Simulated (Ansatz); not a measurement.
**[AlH3]− (SMILES [AlH3-]) at UCCSD(T)/3-21G**

What is the energy change on altering one bond length of [AlH3]− at UCCSD(T)/3-21G? 

The calculation is run with Ansatz 0.2.0.

**1. Starting point**

[AlH3]−: 4 atoms, total charge -1, spin state doublet. As SMILES, `[AlH3-]`. Geometry: a GFN2-xTB relaxation, a rough one for these elements and not checked as a minimum.

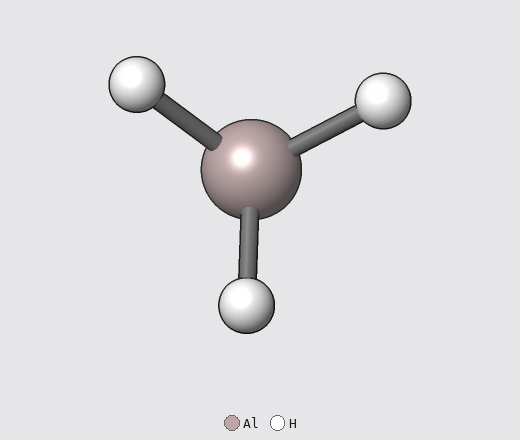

The structure, seen from a chosen angle (aluminium light grey, hydrogen white).

**2. The energy at UCCSD(T)/3-21G**

Contents of run.yaml:

```yaml
crystal:
  periodic: [false, false, false]
  atoms:
    - {symbol: Al, position_ang: [-0.161060, 0.455350, -0.307260]}
    - {symbol: H, position_ang: [0.471920, 0.754070, 1.224440]}
    - {symbol: H, position_ang: [-1.350110, -0.683860, 0.050500]}
    - {symbol: H, position_ang: [1.039250, -0.525560, -0.967690]}
basis:
  gaussian: {orbitals: 3-21G.json}
total_charge: -1
magnetization: {spin_polarized: true, initial_magnetization: 1}
correlation: {method: ccsd_t, frozen_orbitals: {Al: 5, H: 0}}
accuracy: high
scf: {omitted_lower_state_checks: [cluster_reference, increment]}
```

The basis set 3-21G is read from a file made from the Basis Set Exchange's data (not shown).

Run with:

```sh
$ ansatz run run.yaml --threads 1 --pin off --max-ram 2610MiB --events-out events.jsonl --progress --plain --runs-dir runs
```

The log of the run (excerpt; [...] marks lines left out):

```text
Warning: RAYON_NUM_THREADS=1 ignored (pool sized by the plan → 1); use --threads N
Functional definition: HF
  name "HF"
[...]
371 factors; integrals over basis functions are off by at most 3.3e-9 eV
[...]
mean field -6592.42192622 eV, -242.2670372847 hartree, gradient 8.4e-8 eV, S^2 0.752641; 0 other end points of the search recorded, 0 dependent functions left out
5 core orbitals not correlated: weight in the atoms' cores, before any rotation towards them, 1.000 or more for the frozen orbitals, at most 0.000 for the correlated occupied ones
reference -6592.42192622 eV, -242.2670372847 hartree; 4, 3 occupied and 10, 11 virtual orbitals, 371 factors
second order -1.19225826 eV of doubles, -0.00000000 eV of singles
cycle   1  -1.52063411 eV  change   -3.3e-1 eV  update   5.5e-2
[...]
cycle  19  -1.71365728 eV  change  -8.3e-10 eV  update  6.1e-10
perturbative correction -0.02196290 eV, -0.0008071217 hartree
Total energy: -6594.15754640 eV, -242.3308201498 hartree
Checks for a lower state left out: cluster_reference, increment
```

Run time: 0.18 s. Hardware: 1 thread of Arm Neoverse V2, shared host.

**3. The distorted shape**

Contents of job.yaml:

```yaml
crystal:
  periodic: [false, false, false]
  atoms:
    - {symbol: Al, position_ang: [-0.319322, 0.380662, -0.690227]}
    - {symbol: H, position_ang: [0.471920, 0.754070, 1.224440]}
    - {symbol: H, position_ang: [-1.508372, -0.758548, -0.332467]}
    - {symbol: H, position_ang: [0.880988, -0.600248, -1.350657]}
basis:
  gaussian: {orbitals: 3-21G.json}
total_charge: -1
magnetization: {spin_polarized: true, initial_magnetization: 1}
correlation: {method: ccsd_t, frozen_orbitals: {Al: 5, H: 0}}
accuracy: high
scf: {omitted_lower_state_checks: [cluster_reference, increment]}
```

The basis set 3-21G is read from a file made from the Basis Set Exchange's data (not shown).

Run with:

```sh
$ ansatz run job.yaml --threads 1 --pin off --max-ram 2610MiB --events-out events.jsonl --progress --plain --runs-dir runs
```

The log of the run (excerpt; [...] marks lines left out):

```text
Warning: RAYON_NUM_THREADS=1 ignored (pool sized by the plan → 1); use --threads N
[... 2 set-up lines as earlier in the session ...]
[...]
370 factors; integrals over basis functions are off by at most 3.3e-9 eV
[...]
mean field -6591.86111635 eV, -242.2464279020 hartree, gradient 2.9e-8 eV, S^2 0.752203; 0 other end points of the search recorded, 0 dependent functions left out
5 core orbitals not correlated: weight in the atoms' cores, before any rotation towards them, 1.000 or more for the frozen orbitals, at most 0.000 for the correlated occupied ones
reference -6591.86111635 eV, -242.2464279020 hartree; 4, 3 occupied and 10, 11 virtual orbitals, 370 factors
second order -1.22709331 eV of doubles, -0.00000000 eV of singles
cycle   1  -1.57822225 eV  change   -3.5e-1 eV  update   6.2e-2
[...]
cycle  23  -1.81134198 eV  change  -5.0e-12 eV  update  2.9e-10
perturbative correction -0.02773935 eV, -0.0010194024 hartree
Total energy: -6593.70019769 eV, -242.3140128945 hartree
Checks for a lower state left out: cluster_reference, increment
```

Run time: 0.18 s. Hardware: 1 thread of Arm Neoverse V2, shared host.

**4. Results**

Level: UCCSD(T)/3-21G, 5 core orbitals frozen.

```
                                                          quantity          value
                                         first shape: total energy  -242.33082 Eh
          first shape: correlation energy (5 core orbitals frozen)      -63.8 mEh
                                       first shape: (T) correction      -0.81 mEh
                    first shape: ⟨S²⟩ of the reference determinant          0.753
                                        first shape: T1 diagnostic          0.015
                                     distorted shape: total energy  -242.31401 Eh
      distorted shape: correlation energy (5 core orbitals frozen)      -67.6 mEh
                                   distorted shape: (T) correction      -1.02 mEh
                distorted shape: ⟨S²⟩ of the reference determinant          0.752
                                    distorted shape: T1 diagnostic          0.018
energy change with the Al1–H2 bond stretched from 1.684 to 2.105 Å       0.457 eV
```

What this shows: With the Al1–H2 bond stretched from 1.684 to 2.105 Å the energy rises by 0.46 eV (44.1 kJ/mol). The first shape isn't relaxed at this level, so the change isn't measured from a minimum. The triples (first shape) make up 1.3 % of the correlation energy. The triples (distorted shape) make up 1.5 % of the correlation energy.
